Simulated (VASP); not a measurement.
Input:

```xyz
4
Lattice="2.2034 -3.7999 0.0000 2.2034 3.7999 0.0000 0.0000 0.0000 4.5331" Properties=species:S:1:pos:R:3 pbc="T T T"
Ga     2.2034     2.6200     4.1598
Ga     2.2034     1.1798     1.8933
Ga     2.2034    -1.1798     2.6399
Ga     2.2034    -2.6200     0.3733
```

Calculation: PBE GGA with D4 dispersion, VASP's PBE PAW potentials (set 64) (plane waves; VASP). Numerical set-up: 520 eV cut-off, 9×9×8 Γ-centred mesh, tetrahedra with Blöchl corrections, potentials Ga_d.

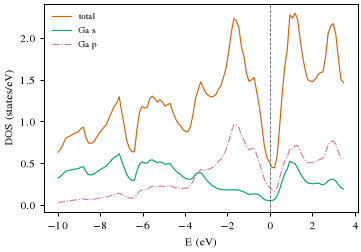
Total and projected density of states, zero at the Fermi level

Within 2 eV below the Fermi level the largest weight inside VASP's projection spheres is Ga p, then Ga s.

It has no gap at this level: it comes out as a metal or semimetal.

The compound is Ga in the alpha structure. It was relaxed first.
